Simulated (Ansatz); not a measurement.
Base system: Au in the fcc (Cu type) structure (space group Fm-3m, No. 225; a = 4.0477 Å; relaxed with 0.1 eV smearing). Axes: x, y, z lie along the cube axes.

Structures relaxed with LDA, PAW, 420 eV (Ansatz, a program for electronic structure; no spin-orbit coupling).

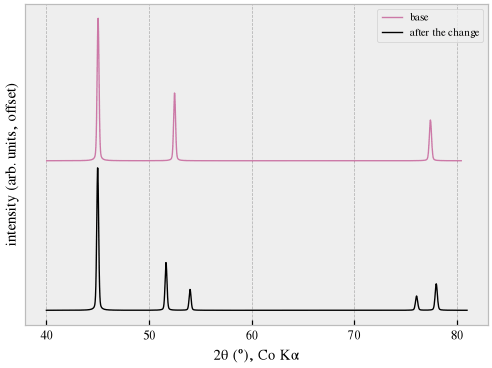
Simulated powder patterns before (top) and after one change

**Question.** Which of these changes matches the shifts?
(A) biaxial strain +1.50 %, plane normal [001], relaxed out of plane
(B) biaxial strain +2.50 %, plane normal [001], relaxed out of plane
(C) biaxial strain +2.00 %, plane normal [001], relaxed out of plane
(D) biaxial strain +3.00 %, plane normal [001], relaxed out of plane

**Answer.** A, biaxial strain +1.50 %, plane normal [001], relaxed out of plane. Its volume per atom is 16.64 Å³ against 16.58 Å³, and its space group is I4/mmm (No. 139).

No phonon test of stability was made.
